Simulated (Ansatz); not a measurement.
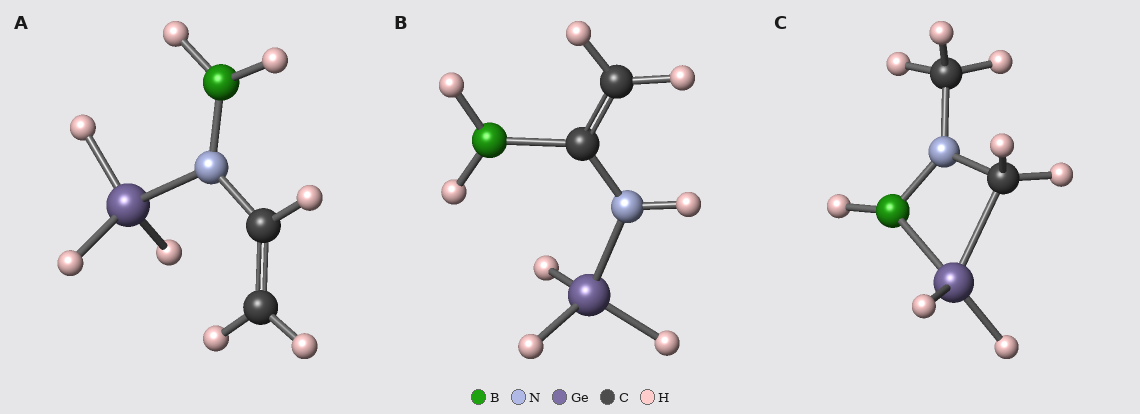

Simulated data, not a measurement (program: Ansatz).

> Match each picture to its SMILES.
(1) B[N]([GeH3])C=C
(2) BC(=C)[NH][GeH3]
(3) CN1[BH][GeH2][CH2]1

A is (1), B is (2), C is (3).
